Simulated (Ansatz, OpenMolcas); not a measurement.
C2H5BClF (SMILES BC(F)CCl): methods side by side

C2H5BClF has 10 atoms, charge 0, and is taken as a singlet. As SMILES, `BC(F)CCl`. The coordinates come from a PBE0-D4/def2-TZVP relaxation. This is one conformer, not always the lowest.

| atom | x (Å) | y (Å) | z (Å) |
| --- | --- | --- | --- |
| B | -1.3092 | -0.7117 | -0.2812 |
| C | 0.1789 | -0.4968 | 0.1265 |
| F | 0.5203 | -1.0803 | 1.3360 |
| C | 0.6553 | 0.9349 | 0.1000 |
| Cl | 2.4287 | 1.0678 | 0.2063 |
| H | -2.0103 | -1.4508 | 0.3369 |
| H | -1.7074 | -0.1723 | -1.2706 |
| H | 0.7285 | -1.0462 | -0.6651 |
| H | 0.2485 | 1.4918 | 0.9437 |
| H | 0.3498 | 1.4128 | -0.8297 |

Quantity: the vertical ionisation energy (to the doublet cation), in eV. The values are calculated.

| level | kind | program | value (eV) | CPU time (all runs) |
| --- | --- | --- | --- | --- |
| BLYP/def2-SVP | GGA | Ansatz | 10.01 | 29 s |
| PBE/def2-SVP | GGA | OpenMolcas | 10.18 | 2.5 min |
| M06-2X/def2-SVP | hybrid meta-GGA | OpenMolcas | 11.09 | 6.2 min |
| CAM-B3LYP/def2-SVP | range-separated hybrid | Ansatz | 10.96 | 42 s |
| wB97M-V/def2-SVP | range-separated hybrid | Ansatz | 11.03 | 4.6 min |
| wB97X/def2-SVP | range-separated hybrid | Ansatz | 11.12 | 3.1 min |
| RPA@PBE0/def2-SVP | RPA | Ansatz | 10.72 | 64 s |
| CCSD/def2-SVP | coupled cluster or CI | Ansatz | 10.95 | 4.2 min |

The values span 10.01 to 11.12 eV. CPU times are rough (shared hosts, several kinds of processor): they show what a rung costs within a factor of a few.

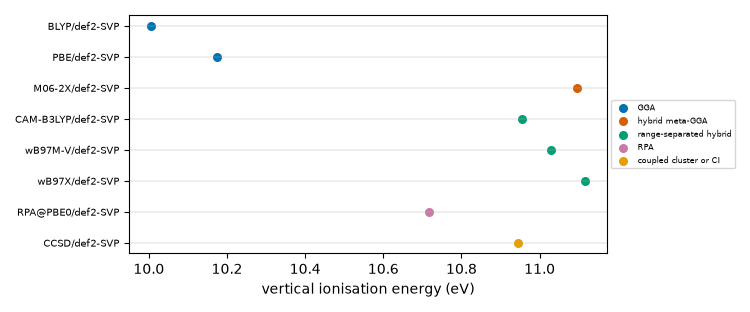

The values of the table, level by level.
